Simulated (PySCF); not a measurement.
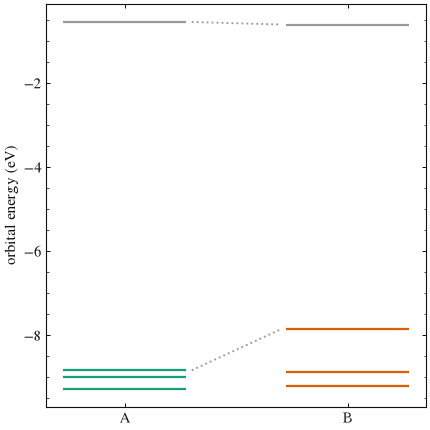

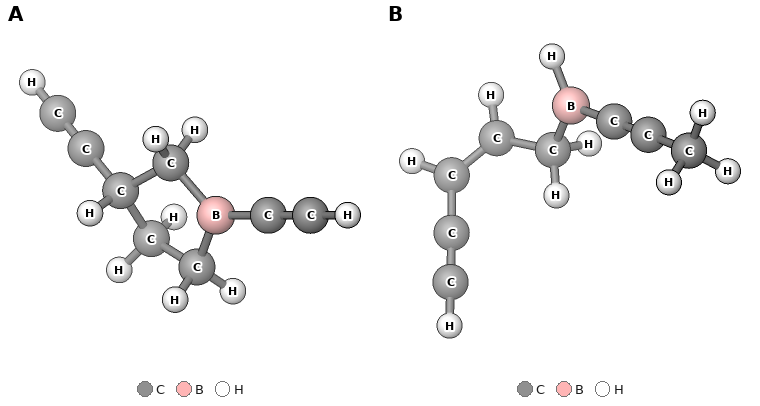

Related molecules: A is C₈H₉B, SMILES C#CB1CC[C@H](C#C)C1; B is C₈H₉B, SMILES C#C/C=C\CBC#CC. Frontier orbital energies, CAM-B3LYP/def2-SVPD with PySCF 2.14.0, at a PBE0-D3(BJ)/def2-SVP geometry (no frequency check); drawn are at most three filled levels and, in grey, the LUMO with any level within 0.03 eV of it; dotted lines join the HOMOs and the LUMOs.

**What does the change do to the frontier levels?**

From A to B the HOMO rises by 0.98 eV and the LUMO falls by 0.06 eV, so the separation goes from 8.28 to 7.24 eV.

**Does the ΔSCF ionisation energy follow the HOMO?**

A: −ε(HOMO) 8.84, ΔSCF 9.58 eV; B: −ε(HOMO) 7.86, ΔSCF 8.56 eV.

Caveats, for all or some of the runs: one conformer of a flexible molecule.
